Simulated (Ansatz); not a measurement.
**Si3Sn: from a guess to a relaxed structure**

Aim: relax a trial structure of Si3Sn and see where it ends.

Method: DFT PBE, scalar-relativistic, plane waves, PAW, in Ansatz 0.2.0.

1 further run of the same task is left out (it didn't finish).

## Step 1: Starting point

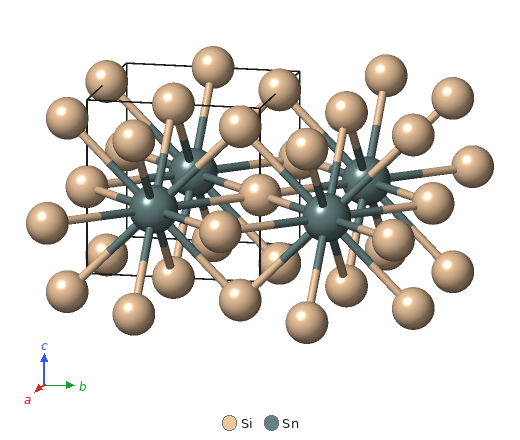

Start, viewed slightly off an axis; silicon light orange, tin teal. 2×2×1 cells are drawn. Atoms on the faces are drawn again on the opposite ones.

Structure file:

```xyz
4
Lattice="4.2267 0.0000 0.0000 0.0000 4.2267 0.0000 0.0000 0.0000 4.2267" Properties=species:S:1:pos:R:3 pbc="T T T"
Si    2.1133    0.0000    0.0000
Si    0.0000    2.1133    0.0000
Si    0.0000    0.0000    2.1133
Sn    2.1133    2.1133    2.1133
```

The cell is invented: species swapped into a database cell of TaRu3 (Pm-3m, No. 221), with Sn on the Ta sites and Si on the Ru sites. Its size is a rough estimate.

## Step 2: The guess as it stands, on a coarse mesh

The input, input.yaml:

```yaml
crystal:
  lattice:
    - [4.22668985, 0.0, 0.0]
    - [0.0, 4.22668985, 0.0]
    - [0.0, 0.0, 4.22668985]
  atoms:
    - { symbol: Si, position: [0.5, 0.0, 0.0] }
    - { symbol: Si, position: [0.0, 0.5, 0.0] }
    - { symbol: Si, position: [0.0, 0.0, 0.5] }
    - { symbol: Sn, position: [0.5, 0.5, 0.5] }
basis:
  ecutwfc: 420
kpoints:
  mp_grid: { grid: [4, 4, 4] }
hamiltonian:
  xc: pbe
scf:
  occupations: { method: gaussian, width: 0.1 }
  lower_state_search: "off"
output:
  forces: true
  stress: true
  eigenvalues: true
```

On the command line:

```sh
$ ansatz run input.yaml --threads 1 --pin off --max-ram 2560MiB --backend cpu --events-out ev --progress --plain --runs-dir out
```

Standard output:

```text
[... 32 lines left out ...]
SCF 1 converged in 6 iterations: F = -7929.128302 eV  dr2 = 8.62e-10
SCF converged after 6 iterations
Free energy (F): -7929.128302 eV
Harris-Foulkes:  -7929.128302 eV  (|F-HF|=4.58e-10)
Internal energy: -7929.114893 eV  (E = F + TS)
E sigma→0 (E₀):  -7929.121597 eV
Entropy (-TS):   -0.013409 eV (-3.352 meV/atom)
Fermi energy:    9.914682 eV
--- Per-component energies (eV) ---
  E_band       = -38.762001
  E_kinetic    = 301.535864
  E_local      = -1106.971658  (includes V_loc(G=0)·N_el)
  E_nonlocal   = 45.835438
  E_hartree    = 658.044490
  E_xc         = -548.295688
  E_vxc        = -236.120040  (∫ρ·V_xc dr)
  E_paw        = -5671.321428  (= ΣΔE_a)
  E_vpaw       = -359.130905  (= ΣTr[D̂ρ^β])
  E_aug_tail   = 0.000025  (compensation charges beyond the density's cutoff)
  E_ewald      = -1607.941936
  E_smearing   = -0.013409  (= −TS)
  E_closure    = -0.000000  (closes the sum)
  Σ components = -7929.128302   (vs F -7929.128302, Δ=0.00e0)
--- Forces (eV/Å), atoms counted from 1 ---
  atom   1  Si    -0.00000000     0.00000000    -0.00000000
  atom   2  Si    -0.00000000     0.00000000    -0.00000000
  atom   3  Si    -0.00000000     0.00000000     0.00000000
  atom   4  Sn     0.00000000    -0.00000000     0.00000000
  max |Σ_I F_I| component: 1.95e-29 eV/Å
--- Stress (GPa, compression-positive) ---
        1.256830       0.000000       0.000000
        0.000000       1.256830       0.000000
        0.000000       0.000000       1.256830
  P = ⅓ Tr σ = 1.2568 GPa (12.568 kbar)
--- Band table (eV; the first three rows and the last of 10) ---
  k-point 0: bands = ["-11.6169", "-11.6169", "-11.6032", "-11.6032", "-11.6032", "-2.8030", "5.1521", "5.1521", "5.4617", "5.4617", "5.4617", "5.7363", "11.8867", "11.8867", "11.8867", "12.9734", "12.9734", "12.9734", "14.9569", "14.9569", "14.9569"]
  k-point 1: bands = ["-11.6159", "-11.6070", "-11.6070", "-11.6067", "-11.6029", "-2.2819", "1.8643", "5.4470", "5.9196", "5.9880", "5.9880", "9.7529", "9.9719", "9.9719", "10.2764", "10.7374", "12.9183", "12.9183", "15.3759", "16.3072", "16.7931"]
  k-point 2: bands = ["-11.6149", "-11.6109", "-11.6109", "-11.6026", "-11.5965", "-0.8030", "-0.6317", "5.8536", "6.5523", "7.4947", "7.4947", "7.5727", "7.5727", "9.1001", "9.1433", "14.0807", "14.0807", "14.1635", "14.5033", "14.7303", "14.7303"]
  k-point 9: bands = ["-11.6211", "-11.6211", "-11.6211", "-11.5839", "-11.5839", "2.7962", "2.7962", "2.7962", "2.8731", "4.1110", "4.1110", "4.1110", "4.3883", "15.8270", "15.8270", "15.8270", "16.2139", "16.2139", "18.2898", "18.2898", "18.2898"]
```

It took 3.3 s on 1 thread of Intel Xeon at 2.50GHz (Skylake/Cascade Lake), shared host; peak memory 0.33 GiB.

Read-out: pressure 1.3 GPa, largest force 0.00 eV/Å, gap on this mesh none (metal). The coarse relaxation is skipped.

## Step 3: Final relaxation

input.yaml: that of step 2 with these lines changed.

```diff
@@ -13,3 +13,3 @@
 kpoints:
-  mp_grid: { grid: [4, 4, 4] }
+  mp_grid: { grid: [12, 12, 12] }
 hamiltonian:
@@ -18,3 +18,2 @@
   occupations: { method: gaussian, width: 0.1 }
-  lower_state_search: "off"
 output:
@@ -23 +22,10 @@
   eigenvalues: true
+  write_density: true
+  write_potential: true
+  elf: true
+  volumetric_format: npy
+relax:
+  adjacent_minimum: "off"
+  f_tol: 0.01
+  max_steps: 80
+  cell: { stress_tol: 0.05 }
```

On the command line:

```sh
$ ansatz run input.yaml --threads 1 --pin off --max-ram 2560MiB --backend cpu --events-out ev --progress --plain --runs-dir out
```

Standard output:

```text
Warning: RAYON_NUM_THREADS=1 ignored (pool sized by the plan → 1); use --threads N
Engine: ansatz 0.2.0, x86_64-unknown-linux-gnu
Pseudopotentials: kind: paw
Pseudopotential: Si, paw, valence charge 4, recommended cutoff 420 eV (normal), Si.paw.azcp
Pseudopotential: Sn, paw, valence charge 14, recommended cutoff 420 eV (normal), Sn.paw.azcp
Functional definition: PBE
  parameter kappa = 0.804
  parameter beta = 0.06672455060314922
  exchange = pbe_x(kappa = kappa, mu = beta*pi^2/3)
  correlation = pbe_c(beta = beta)
Crystal: 4 atoms, lattice volume = 75.509 Å³
Basis set: ecut = 420 eV, 1419 PW (Γ), exchange–correlation on 60×60×60 points (8 copies of the dense FFT grid, shifted against one another)
Bands: 17, of which v1, the nominal top of the filled ones, is band 13 counted from 1 (12 counted from 0)
Symmetry: 48 space group operations
Space group: Pm-3m (ITA 221), of the structure as read, at distance tolerance 4.2e-5 Å
k-points: 84 of 1728
Non-local potential: Si, projectors of the file, l = 0: 2, l = 1: 2, l = 2: 2
Non-local potential: Sn, projectors of the file, l = 0: 2, l = 1: 2, l = 2: 2, l = 3: 2
PAW form: soft (Blöchl's): semilocal exchange-correlation on the pseudo side does not see the compensation charge
PAW one-centre angular grid: Si, 110 points (default); XC on 64 Gauss nodes
PAW one-centre angular grid: Sn, 590 points (default); XC on 64 Gauss nodes
Initial density: superposition of atomic densities (neutral atoms: chi_scale 0, normalization atom), corrected by the library's trained network
Initial wavefunctions: pseudopotential atomic-orbital guess
Functional: x = pbe(κ = 0.804, μ = 0.2195149727645171), c = pbe(β = 0.06672455060314922)
SCF iter   1: F=—  HF=-7929.130411 eV  |F-HF|=—  |Δ(HF+E_count)|=         —  Δρ=1.94e-3  dr2=3.68e-3  ethr=1.77e-3  ⟨swp⟩=6.3  Hψ=8303  notcnv=0
preconditioner: auto → Kerker (q_TF=auto, 2.284 Å⁻¹)  [metal: Δε(μ)=0.043 eV  Ē_g=13.388 eV  σ=0.100 eV  W_gap=0.23  n_scr=18 (ndim 8)  ℏωp=21.8 eV  f_vac=0.000  D(μ)=1.55/eV (n_scr^D=6)]
SCF iter   2: F=—  HF=-7929.129430 eV  |F-HF|=—  |Δ(HF+E_count)|=   9.81e-4  Δρ=1.06e-3  dr2=1.43e-3  ethr=1.42e-5  ⟨swp⟩=2.9  Hψ=3226  notcnv=0
SCF iter   3: F=—  HF=-7929.129204 eV  |F-HF|=—  |Δ(HF+E_count)|=   2.26e-4  Δρ=3.42e-4  dr2=8.36e-5  ethr=5.51e-6  ⟨swp⟩=9.5  Hψ=15364  notcnv=0  defer=5
automatic band count: the SCF goes on with 21 bands, as 17 were too few: the levels above may hold too much charge
SCF iter   4: F=—  HF=-7929.129195 eV  |F-HF|=—  |Δ(HF+E_count)|=   9.66e-6  Δρ=1.06e-4  dr2=9.34e-6  ethr=3.22e-7  ⟨swp⟩=2.0  Hψ=2924  notcnv=0  defer=5
SCF iter   5: F=—  HF=-7929.129192 eV  |F-HF|=—  |Δ(HF+E_count)|=   2.57e-6  Δρ=4.80e-5  dr2=1.14e-6  ethr=3.59e-8  ⟨swp⟩=2.0  Hψ=2680  notcnv=0  defer=5
SCF iter   6: F=-7929.129191 eV  HF=-7929.129191 eV  |F-HF|=6.65e-8  |Δ(HF+E_count)|=   7.29e-7  Δρ=1.05e-5  dr2=5.76e-8  ethr=3.85e-10  ⟨swp⟩=10.4  Hψ=12524  notcnv=0
SCF 1 converged in 6 iterations: F = -7929.129191 eV  dr2 = 5.76e-8
relax step   1: F+E_penalty+E_count = -7929.12919140 eV  Δ(F+E_penalty+E_count) = +0.000e0 eV  max|allowed force component| = 1.011e-28 eV/Å  Δτ_max = 0.0000 Å  P = -1.054 GPa  Ω = 75.509 Å³  (6 SCF iters, dr2 threshold 1.00e-7 eV, accepted)
Crystal: 4 atoms, lattice volume = 73.713 Å³
Bands: 21, of which v1, the nominal top of the filled ones, is band 13 counted from 1 (12 counted from 0)
Initial density: handed on by an earlier stage of this run
Initial wavefunctions: those handed on with the density
iter 1 solved again at ethr=1.54e-6 eV; its pass at ethr=3.10e-3 eV (dr2=4.02e-4 eV) is discarded
SCF iter   1: F=—  HF=-7929.132886 eV  |F-HF|=—  |Δ(HF+E_count)|=         —  Δρ=6.44e-4  dr2=4.60e-4  ethr=1.54e-6  ⟨swp⟩=2.5  Hψ=11589  notcnv=0
preconditioner: auto → Kerker (q_TF=auto, 2.293 Å⁻¹)  [metal: Δε(μ)=0.021 eV  Ē_g=15.125 eV  σ=0.100 eV  W_gap=0.12  n_scr=18 (ndim 8)  ℏωp=22.1 eV  f_vac=0.000  D(μ)=1.94/eV (n_scr^D=18)]
SCF iter   2: F=—  HF=-7929.132773 eV  |F-HF|=—  |Δ(HF+E_count)|=   1.13e-4  Δρ=4.10e-4  dr2=1.63e-4  ethr=1.54e-6  ⟨swp⟩=1.0  Hψ=1765  notcnv=0
SCF iter   3: F=—  HF=-7929.132766 eV  |F-HF|=—  |Δ(HF+E_count)|=   6.54e-6  Δρ=5.85e-5  dr2=3.07e-6  ethr=6.26e-7  ⟨swp⟩=2.5  Hψ=2298  notcnv=0
SCF iter   4: F=-7929.132765 eV  HF=-7929.132765 eV  |F-HF|=7.13e-8  |Δ(HF+E_count)|=   8.37e-7  Δρ=1.35e-5  dr2=1.31e-7  ethr=1.54e-9  ⟨swp⟩=11.2  Hψ=12935  notcnv=0
SCF 2 converged in 4 iterations: F = -7929.132765 eV  dr2 = 1.31e-7
  Residual-converged pass: ⟨swp⟩=1.0  Hψ=2102  notcnv=0  max |occ|·‖R‖ = 7.1e-9 eV (tolerance 1.0e-8 eV)  dr2=1.31e-7  dr2_onsite=3.28e-8  max |Δocc| = 5.6e-10
relax step   2: F+E_penalty+E_count = -7929.13276537 eV  Δ(F+E_penalty+E_count) = -3.574e-3 eV  max|allowed force component| = 3.339e-29 eV/Å  Δτ_max = 0.0000 Å  P = +0.504 GPa  Ω = 73.713 Å³  energy of the carried Pulay correction = +3.744e-4 eV  (4 SCF iters, dr2 threshold 4.00e-7 eV, accepted)
Crystal: 4 atoms, lattice volume = 74.285 Å³
iter 1 solved again at ethr=1.30e-7 eV; its pass at ethr=3.10e-3 eV (dr2=3.37e-5 eV) is discarded
SCF iter   1: F=—  HF=-7929.133506 eV  |F-HF|=—  |Δ(HF+E_count)|=         —  Δρ=2.13e-4  dr2=4.97e-5  ethr=1.30e-7  ⟨swp⟩=3.0  Hψ=10607  notcnv=0
preconditioner: auto → Kerker (q_TF=auto, 2.290 Å⁻¹)  [metal: Δε(μ)=0.042 eV  Ē_g=15.105 eV  σ=0.100 eV  W_gap=0.24  n_scr=18 (ndim 8)  ℏωp=22.0 eV  f_vac=0.000  D(μ)=1.82/eV (n_scr^D=6)]
SCF iter   2: F=—  HF=-7929.133537 eV  |F-HF|=—  |Δ(HF+E_count)|=   3.04e-5  Δρ=1.35e-4  dr2=1.73e-5  ethr=1.30e-7  ⟨swp⟩=1.2  Hψ=1825  notcnv=0
SCF iter   3: F=-7929.133531 eV  HF=-7929.133531 eV  |F-HF|=2.02e-7  |Δ(HF+E_count)|=   5.27e-6  Δρ=1.90e-5  dr2=3.45e-7  ethr=1.54e-9  ⟨swp⟩=9.1  Hψ=12821  notcnv=0
SCF 3 converged in 3 iterations: F = -7929.133531 eV  dr2 = 3.45e-7
relax step   3: F+E_penalty+E_count = -7929.13353125 eV  Δ(F+E_penalty+E_count) = -7.659e-4 eV  max|allowed force component| = 6.941e-29 eV/Å  Δτ_max = 0.0000 Å  P = -0.005 GPa  Ω = 74.285 Å³  energy of the carried Pulay correction = +2.543e-4 eV  (3 SCF iters, dr2 threshold 4.00e-7 eV, accepted)
Initial wavefunctions: pseudopotential atomic-orbital guess (no wavefunctions were taken with the density)
iter 1 solved again at ethr=1.62e-7 eV; its pass at ethr=3.10e-3 eV (dr2=4.22e-5 eV) is discarded
SCF iter   1: F=—  HF=-7929.133243 eV  |F-HF|=—  |Δ(HF+E_count)|=         —  Δρ=2.41e-5  dr2=3.77e-7  ethr=1.62e-7  ⟨swp⟩=3.1  Hψ=14419  notcnv=0
preconditioner: auto → Kerker (q_TF=auto, 2.290 Å⁻¹)  [metal: Δε(μ)=0.043 eV  Ē_g=15.101 eV  σ=0.100 eV  W_gap=0.24  n_scr=18 (ndim 8)  ℏωp=22.0 eV  f_vac=0.000  D(μ)=1.82/eV (n_scr^D=6)]
SCF iter   2: F=—  HF=-7929.133286 eV  |F-HF|=—  |Δ(HF+E_count)|=   4.28e-5  Δρ=1.35e-5  dr2=1.24e-7  ethr=1.45e-9  ⟨swp⟩=2.9  Hψ=3006  notcnv=0
SCF iter   3: F=—  HF=-7929.133286 eV  |F-HF|=—  |Δ(HF+E_count)|=   5.41e-9  Δρ=2.76e-6  dr2=5.66e-9  ethr=4.79e-10  ⟨swp⟩=2.5  Hψ=2902  notcnv=0
SCF iter   4: F=-7929.133286 eV  HF=-7929.133286 eV  |F-HF|=2.91e-11  |Δ(HF+E_count)|=   1.46e-9  Δρ=3.54e-7  dr2=2.98e-11  ethr=1.00e-12  ⟨swp⟩=5.8  Hψ=9389  notcnv=0
SCF 4 converged in 4 iterations: F = -7929.133286 eV  dr2 = 2.98e-11
relax step   4: F+E_penalty+E_count = -7929.13328612 eV  Δ(F+E_penalty+E_count) = +2.451e-4 eV  max|allowed force component| = 5.055e-29 eV/Å  Δτ_max = 0.0000 Å  P = -0.008 GPa  Ω = 74.285 Å³  stress off target by 8.13e-3 GPa  SCF on the basis re-selected at this cell (its energy is not comparable with the rows above)  (4 SCF iters)
basis re-selected at this cell: Δ(F+E_penalty+E_count) = +2.451e-4 eV, ΔP = -0.003 GPa vs the last step (what re-selecting the basis moved, of the pressure what is left beyond the Pulay correction that the steps carried, after the strain that the cell walked since its last selection, with what the two solves' SCF thresholds leave and, on support functions, any second-order correction that the steps lacked; it is no measure of the basis error at this ecutwfc). This SCF's stress stands 8.13e-3 GPa from its target on what of the cell is left free (relax.cell.stress_tol is 5.00e-2 GPa) and its largest allowed force component is 5.06e-29 eV/Å (relax.f_tol is 1.00e-2 eV/Å): within both
SCF converged after 4 iterations
Free energy (F): -7929.133286 eV
Harris-Foulkes:  -7929.133286 eV  (|F-HF|=2.91e-11)
Internal energy: -7929.124190 eV  (E = F + TS)
E sigma→0 (E₀):  -7929.128738 eV
Entropy (-TS):   -0.009096 eV (-2.274 meV/atom)
Fermi energy:    10.100991 eV
--- Per-component energies (eV) ---
  E_band       = -34.311145
  E_kinetic    = 302.287911
  E_local      = -1093.772253  (includes V_loc(G=0)·N_el)
  E_nonlocal   = 45.154349
  E_hartree    = 654.217082
  E_xc         = -548.190512
  E_vxc        = -236.137704  (∫ρ·V_xc dr)
  E_paw        = -5672.092299  (= ΣΔE_a)
  E_vpaw       = -360.277566  (= ΣTr[D̂ρ^β])
  E_aug_tail   = 0.000023  (compensation charges beyond the density's cutoff)
  E_ewald      = -1616.728492
  E_smearing   = -0.009096  (= −TS)
  E_closure    = 0.000000  (closes the sum)
  Σ components = -7929.133286   (vs F -7929.133286, Δ=0.00e0)
--- Forces (eV/Å), atoms counted from 1 ---
  atom   1  Si    -0.00000000    -0.00000000     0.00000000
  atom   2  Si     0.00000000    -0.00000000    -0.00000000
  atom   3  Si     0.00000000     0.00000000     0.00000000
  atom   4  Sn     0.00000000     0.00000000     0.00000000
  max |Σ_I F_I| component: 6.77e-29 eV/Å
--- Stress (GPa, compression-positive) ---
       -0.008129      -0.000000      -0.000000
       -0.000000      -0.008129      -0.000000
       -0.000000      -0.000000      -0.008129
  P = ⅓ Tr σ = -0.0081 GPa (-0.081 kbar)
--- Band table (eV; the first three rows and the last of 84) ---
  k-point 0: bands = ["-11.4441", "-11.4441", "-11.4289", "-11.4289", "-11.4289", "-2.7222", "5.3796", "5.3796", "5.6045", "5.6045", "5.6045", "5.9602", "12.1249", "12.1249", "12.1249", "13.2325", "13.2325", "13.2325", "15.1662", "15.1662", "15.1662"]
  k-point 1: bands = ["-11.4440", "-11.4427", "-11.4295", "-11.4295", "-11.4289", "-2.6636", "4.2756", "5.4162", "5.6640", "5.6640", "5.7916", "7.0167", "11.8316", "11.8792", "11.8792", "12.7696", "12.9840", "12.9840", "15.2139", "15.8122", "15.8122"]
  k-point 2: bands = ["-11.4436", "-11.4387", "-11.4310", "-11.4310", "-11.4287", "-2.4878", "3.0915", "5.5220", "5.8422", "5.8422", "5.9353", "8.4698", "11.1076", "11.1076", "11.1894", "11.8724", "12.9489", "12.9489", "15.3560", "16.2917", "17.0678"]
  k-point 83: bands = ["-11.4481", "-11.4481", "-11.4481", "-11.4089", "-11.4089", "2.9786", "2.9786", "2.9786", "3.0487", "4.2340", "4.2340", "4.2340", "4.5097", "16.1400", "16.1400", "16.1400", "16.5361", "16.5361", "18.6525", "18.6525", "18.6525"]
--- Relaxed structure (3 steps of the walk, 3 accepted, 1 SCFs on fresh bases) ---
  F+E_penalty+E_count = -7929.13328612 eV   max|allowed force component| = 5.055e-29 eV/Å   (the final SCF, on the basis selected at the relaxed cell)
  cell:  # Å, volume = 74.2850 Å³
    - [4.2037187406075125, -7.703719777548943e-34, 0.0]
    - [-1.2839532962581571e-33, 4.2037187406075125, 1.6049416203226965e-35]
    - [0.0, 1.6049416203226965e-35, 4.2037187406075125]
  atoms:
    - { symbol: Si, position: [0.49999999999999994, -8.923325206268085e-35, -2.6580117635697977e-35] }
    - { symbol: Si, position: [-9.872615121827369e-35, 0.49999999999999994, 3.7971596622366476e-36] }
    - { symbol: Si, position: [-8.353751256930642e-35, -2.088437814232135e-35, 0.49999999999999994] }
    - { symbol: Sn, position: [0.49999999999999994, 0.49999999999999994, 0.49999999999999994] }
```

It took 57 s on 1 thread of Intel Xeon at 2.50GHz (Skylake/Cascade Lake), shared host; peak memory 0.45 GiB.

Relaxation path:

```
step  energy from step 1 (eV/cell)  largest force component (eV/Å)  pressure (GPa)  volume (Å³)
   1                        0.0000                          0.0000           -1.05        75.51
   2                       -0.0036                          0.0000            0.50        73.71
   3                       -0.0043                          0.0000           -0.01        74.28
   4                       -0.0041                          0.0000           -0.01        74.28
```

Step 1 is the start. Step 4 repeats the geometry before it on a plane-wave basis chosen anew for that cell, so its energy need not be comparable with the rows above.

|  | before | after | change |
| --- | --- | --- | --- |
| a (Å) | 4.227 | 4.204 | -0.5 % |
| b (Å) | 4.227 | 4.204 | -0.5 % |
| c (Å) | 4.227 | 4.204 | -0.5 % |
| volume (Å³/atom) | 18.88 | 18.57 | -1.6 % |
| shortest distance (Å) | 2.989 | 2.972 | -0.5 % |
| space group (0.01 Å) | Pm-3m | Pm-3m | same |

Forces and stress were held to the start's 48 operations: a distortion of lower symmetry was not tested.

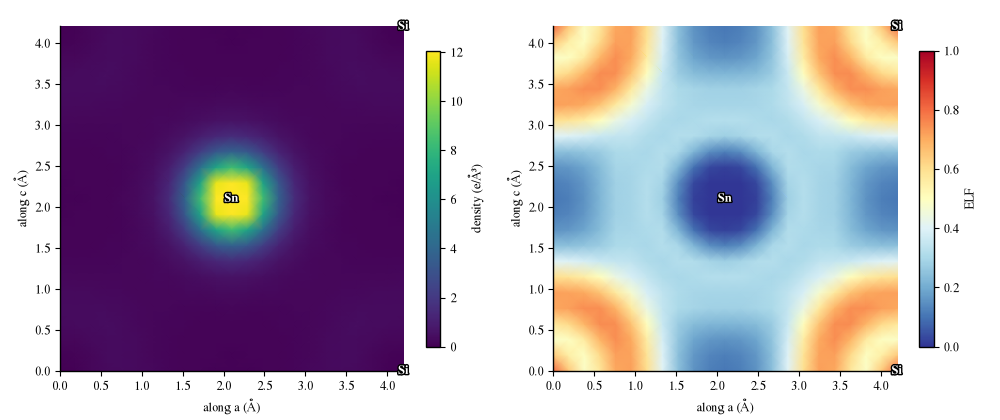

Density (left) and ELF (right) in a lattice plane of the grid's cell (edges 4.20 and 4.20 Å, at 0.500 of the third edge), which holds Si and Sn. Only atoms in the plane are labelled; the density scale stops at 12.06 e/Å³. Both are smooth fields of the valence electrons: close to the nuclei they are not physical.

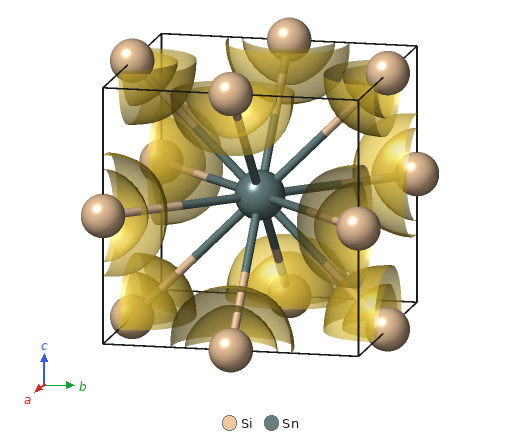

Surface of ELF = 0.69, drawn in one cell.

Maxima of ELF outside the ion cores: 0.75 in the shell around Si, 0.9 Å from Si.

## Step 4: Results

```
                              quantity                                                                      value
symmetry at the end (tolerance 0.05 Å)                                                space group Pm-3m (No. 221)
                     conventional cell  a = 4.204 Å, b = 4.204 Å, c = 4.204 Å, α = 90.00°, β = 90.00°, γ = 90.00°
                                volume                                                              18.57 Å³/atom
     energy over the elements, grey Sn                                                              +0.63 eV/atom
                       gap on the mesh                                                               none (metal)
```

In words: The space group Pm-3m (No. 221) is kept, and the volume per atom shrinks by 1.6 % from the first guess. The formation energy is positive, so the separate elements lie lower. No finished test with a distortion of lower symmetry is shown, so the end may be a saddle point.
